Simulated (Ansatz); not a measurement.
# BSiH4OF (SMILES FBO[SiH3]) at CCSD(T)/6-311+G(d,p)

What is the vertical singlet–triplet gap of BSiH4OF at CCSD(T)/6-311+G**? 

The calculation is run with Ansatz 0.2.0.

67 further runs of the same task are left out: 67 set aside as unsound or not needed.

## (1) The structure to begin with

BSiH4OF: 8 atoms, total charge 0, spin state singlet. As SMILES, `FBO[SiH3]`. The coordinates come from a PBE0-D4/def2-TZVP relaxation. This is one conformer, not always the lowest.

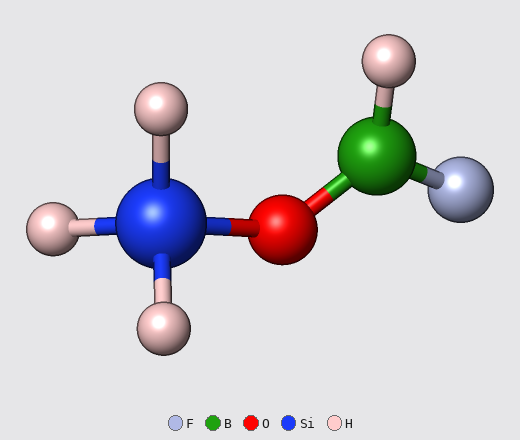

The structure, seen from a chosen angle (fluorine light blue, boron green, oxygen red, silicon blue, hydrogen pink).

## (2) A single-point energy at CCSD(T)/6-311+G(d,p)

in.yaml

```yaml
crystal:
  periodic: [false, false, false]
  atoms:
    - {symbol: F, position_ang: [-1.599400, -1.699200, 1.426100]}
    - {symbol: B, position_ang: [-0.685400, -0.787600, 1.133000]}
    - {symbol: O, position_ang: [-0.487500, -0.477100, -0.157600]}
    - {symbol: Si, position_ang: [0.521000, 0.572800, -0.945400]}
    - {symbol: H, position_ang: [-0.075300, -0.278500, 2.029800]}
    - {symbol: H, position_ang: [-0.317100, 1.531000, -1.702400]}
    - {symbol: H, position_ang: [1.370700, 1.295700, 0.034600]}
    - {symbol: H, position_ang: [1.365000, -0.214300, -1.873700]}
basis:
  gaussian:
    orbitals: 6-311+G_st__st_-spherical.json
correlation:
  method: ccsd_t
  frozen_orbitals: {B: 1, F: 1, H: 0, O: 1, Si: 5}
accuracy: high
scf:
  omitted_lower_state_checks: [cluster_reference, increment]
```

The basis set 6-311+G** is read from a file made from the Basis Set Exchange's data (not shown).

On the command line:

```bash
ansatz run in.yaml --threads 1 --pin off --max-ram 3480MiB --events-out events.jsonl --progress --plain --runs-dir runs
```

The program printed, shortened:

```text
Warning: RAYON_NUM_THREADS=1 ignored (pool sized by the plan → 1); use --threads N
Functional definition: HF
  name "HF"
[...]
2291 factors; integrals over basis functions are off by at most 4.1e-9 eV
[...]
mean field -13346.08546338 eV, -490.4595944777 hartree, gradient 9.4e-8 eV, S^2 0.000000; 0 other end points of the search recorded, 0 dependent functions left out
8 core orbitals not correlated: weight in the atoms' cores, before any rotation towards them, 1.000 or more for the frozen orbitals, at most 0.000 for the correlated occupied ones
reference -13346.08546338 eV, -490.4595944777 hartree; 12, 12 occupied and 100, 100 virtual orbitals, 2291 factors
second order -16.16207082 eV of doubles, -0.00000000 eV of singles
cycle   1  -16.39464731 eV  change   -2.3e-1 eV  update   9.9e-2
[...]
cycle  21  -16.96043302 eV  change    1.1e-9 eV  update  6.3e-10
perturbative correction -0.46313986 eV, -0.0170200759 hartree
Total energy: -13363.50903626 eV, -491.0998989708 hartree
Checks for a lower state left out: cluster_reference, increment
```

It took 52 s on 1 thread of Arm Neoverse V1, shared host; peak memory 1.2 GiB.

## (3) The triplet, same level

molecule.yaml

```yaml
basis:
  gaussian: {orbitals: 6-311+G_st__st_-spherical.json}
crystal:
  periodic: [false, false, false]
  atoms:
    - {symbol: F, position_ang: [-1.599400, -1.699200, 1.426100]}
    - {symbol: B, position_ang: [-0.685400, -0.787600, 1.133000]}
    - {symbol: O, position_ang: [-0.487500, -0.477100, -0.157600]}
    - {symbol: Si, position_ang: [0.521000, 0.572800, -0.945400]}
    - {symbol: H, position_ang: [-0.075300, -0.278500, 2.029800]}
    - {symbol: H, position_ang: [-0.317100, 1.531000, -1.702400]}
    - {symbol: H, position_ang: [1.370700, 1.295700, 0.034600]}
    - {symbol: H, position_ang: [1.365000, -0.214300, -1.873700]}
magnetization: {spin_polarized: true, initial_magnetization: 2}
correlation: {method: ccsd_t, frozen_orbitals: {B: 1, F: 1, H: 0, O: 1, Si: 5}}
accuracy: high
scf: {omitted_lower_state_checks: [cluster_reference, increment]}
```

The basis set 6-311+G** is read from a file made from the Basis Set Exchange's data (not shown).

On the command line:

```bash
ansatz run molecule.yaml --threads 1 --pin off --max-ram 3480MiB --events-out events.jsonl --progress --plain --runs-dir runs
```

The program printed:

```text
Warning: RAYON_NUM_THREADS=1 ignored (pool sized by the plan → 1); use --threads N
[... 19 lines left out ...]
8 core orbitals not correlated: weight in the atoms' cores, before any rotation towards them, 1.000 or more for the frozen orbitals, at most 0.000 for the correlated occupied ones
[... 51 lines left out ...]
Total energy: -13355.65633484 eV, -490.8113175164 hartree
Checks for a lower state left out: cluster_reference, increment
```

Wall time 6.3 min (1 thread of Arm Neoverse V1, shared host); peak memory 2.6 GiB.

## (4) What came out

Level: CCSD(T)/6-311+G**, 8 core orbitals frozen.

| quantity | value |
| --- | --- |
| singlet: total energy | -491.09990 Eh |
| singlet: correlation energy (8 core orbitals frozen) | -640.3 mEh |
| singlet: (T) correction | -17.02 mEh |
| singlet: T1 diagnostic | 0.014 |
| triplet: total energy | -490.81132 Eh |
| triplet: correlation energy (8 core orbitals frozen) | -640.2 mEh |
| triplet: (T) correction | -18.90 mEh |
| triplet: ⟨S²⟩ of the reference determinant | 2.020 |
| triplet: T1 diagnostic | 0.066 |
| vertical energy of the triplet above the singlet | 7.853 eV |

**Reading.** At this shape the triplet lies 7.85 eV (181 kcal/mol) above the singlet. The triples (singlet) make up 2.7 % of the correlation energy. The T1 diagnostic (triplet) of 0.066 is above the customary mark for such species, so a single reference may not serve. The triples (triplet) make up 3.0 % of the correlation energy.
